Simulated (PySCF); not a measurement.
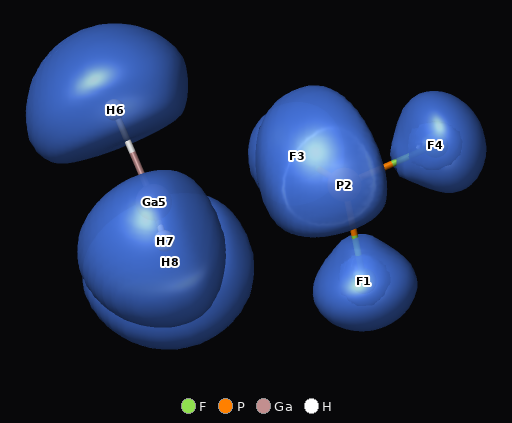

The picture shows: F$_{3}$GaH$_{3}$P. Isosurface of the ELF at 0.75 (blue), seen at a tilt. Core shells and regions of very low density are left out.

Geometry: PBE0-D3(BJ)/def2-SVP; at this geometry the atoms fall into two loosely joined parts.

Method: B3LYP/def2-SVPD, SCF density, gas phase (PySCF 2.14.0).

```csv
atom,x (Å),y (Å),z (Å)
F,-1.8122,1.2253,-0.3692
P,-1.4885,0.3130,0.8906
F,-0.5673,-0.7796,0.0839
F,-2.8144,-0.5649,0.8614
Ga,1.6376,-0.0896,-0.3828
H,2.3373,-1.2604,0.3926
H,1.2630,1.2269,0.4150
H,1.4996,-0.0896,-1.9440
```

Q: Identify the bonds, lone pairs and shells in this picture.

A: The ELF exceeds this value in three regions around hydrogen nuclei, one lobe on P, pointing away from the bonds (lone pairs) and three regions wrapped around F (the valence shell of each).

Values along the shortest contacts:
P–F (1.59 Å): the ELF peaks at about 0.80 in the valence shell of F, 0.6 Å from its nucleus, and is about 0.65 at the midpoint. Ga–H (1.57 Å): the ELF climbs to about 1 towards the hydrogen.
